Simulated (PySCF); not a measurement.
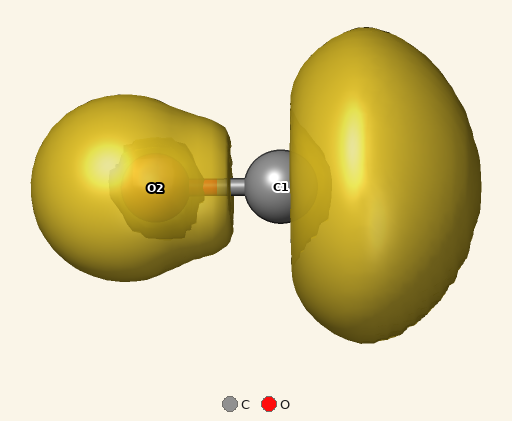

The picture shows: CO. Isosurface of the ELF at 0.75 (yellow), seen from one side. Only the valence region is drawn (cores and ρ < 0.01 e/Å³ removed).

Computed with PySCF 2.14.0, PBE0/def2-TZVPPD, non-relativistic Hamiltonian with scalar-relativistic core potentials where named, at a bond length of 1.125 Å.

```yaml
atoms:
  - { symbol: C, position_ang: [0.0000, 0.0000, -0.6428] }
  - { symbol: O, position_ang: [0.0000, 0.0000, 0.4822] }
```

**Describe the localisation domains.**

The surface consists of one region on O in which the atom's valence shell and bonds are merged and one lobe on C, pointing away from the bonds (lone pairs). Along the contacts the grid gives the following. C–O (1.12 Å): the ELF peaks at about 0.90 between the atoms; a multiple bond.
